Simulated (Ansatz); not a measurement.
# Ligand exchange: BBr3 + C2H5ClSn → BBr2Cl + C2H5BrSn

Species: BBr3 (boron tribromide) `BrB(Br)Br`, singlet; C2H5ClSn `C[CH2][Sn][Cl]`, singlet; BBr2Cl (dibromo(chloro)borane) `ClB(Br)Br`, singlet; C2H5BrSn `C[CH2][Sn][Br]`, singlet. The partners trade Br for Cl: B–Br and Sn–Cl bonds give way to B–Cl and Sn–Br.

Shapes, held fixed at every level: PBE0-D4/def2-TZVP. Flexible molecules stand in one conformer, not always the lowest. Programs: Ansatz 0.2.0. The zero-point and thermal change to 298 K, harmonic and unscaled (PBE0-D4/def2-TZVP), is +0.6 kJ/mol.

```
                level                    kind  ΔH(298 K) (kJ/mol)  less CCSD(T)/def2-TZVPP
     SPW92/def2-TZVPP                     LDA               -25.9                     -3.4
    PBE-D4/def2-TZVPP                     GGA               -24.2                     -1.7
r2SCAN0-D4/def2-TZVPP           global hybrid               -26.5                     -4.0
   wB97M-V/def2-TZVPP  range-separated hybrid               -25.3                     -2.8
       MP2/def2-TZVPP     perturbation theory               -21.7                     +0.8
     CCSD(T)/def2-SVP   coupled cluster or CI               -34.5                    -12.0
        CCSD/def2-SVP   coupled cluster or CI               -35.2                    -12.7
   CCSD(T)/def2-TZVPP   coupled cluster or CI               -22.5                      0.0
```

The highest level, CCSD(T)/def2-TZVPP, gives ΔH(298 K) = -22.5 kJ/mol; the levels span -35.2 to -21.7. The column of differences is taken from that level and isn't an error. No measured value is set beside it here. For atoms past krypton def2 sets carry core potentials with scalar relativity. Relativity is left out for Br. Outer-core shells of Br, Sn are correlated in most correlated rows, in sets that cover them unevenly.

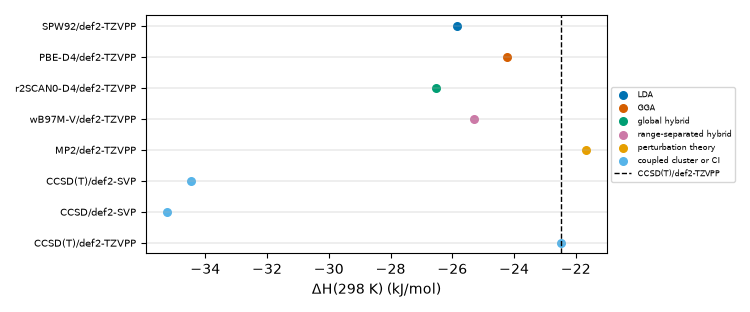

The values of the table, level by level.
